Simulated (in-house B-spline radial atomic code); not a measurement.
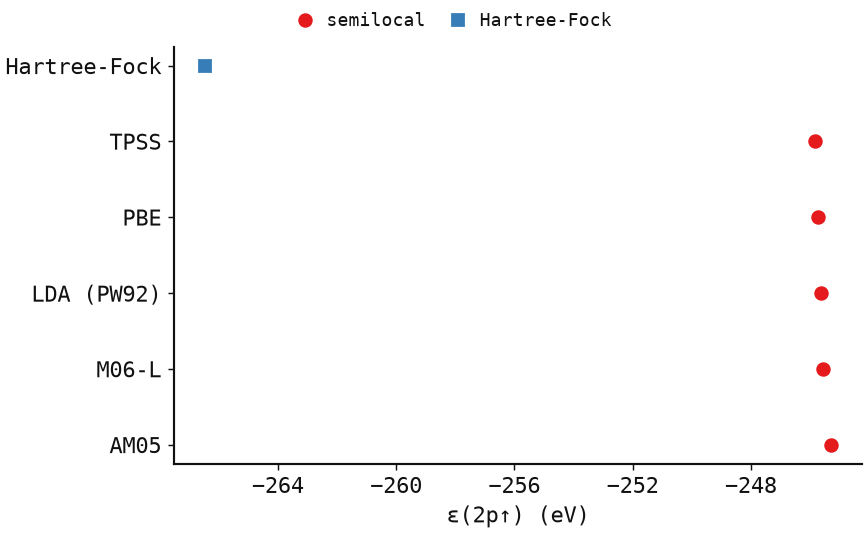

The Mg⁷⁺ ion in the configuration [He] 2s2 2p1 (high spin). All runs are non-relativistic, spin-polarised and spherical, computed with an in-house B-spline radial code. Hartree-Fock is the average over the configuration. The plot shows the eigenvalue (eV) of the 2p up orbital by 6 methods.

### Rank the methods.

The deepest is Hartree-Fock (−266.5) and the shallowest AM05 (−245.3), a spread of 21.2 eV. In order (eV): Hartree-Fock (−266.5), TPSS (−245.8), PBE (−245.7), LDA (PW92) (−245.6), M06-L (−245.6), AM05 (−245.3). On the whole, exact exchange removes self-interaction and deepens occupied levels. The semi-empirical ionisation energy (NIST) is 265.9 eV, and minus the eigenvalue comes closest to it for Hartree-Fock.
